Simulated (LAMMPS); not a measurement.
Molecular dynamics of a melt made from Ni (fcc), 108 atoms, at 1900 K and 0 GPa, brought to that temperature within a few picoseconds.

Level of theory: classical MD, pair style eam/alloy, file CuNi.eam.alloy, run in LAMMPS.

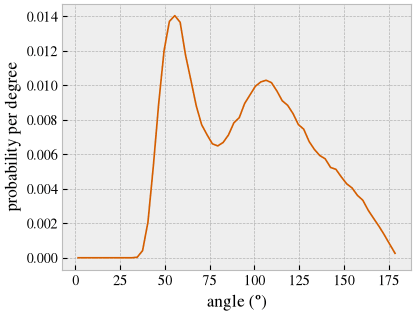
*Probability per degree against angle (°)*

The data show:
- state found: liquid
- most common Ni-Ni-Ni angle: in the 3° bin centred on 55.5° (mean of all 96°)
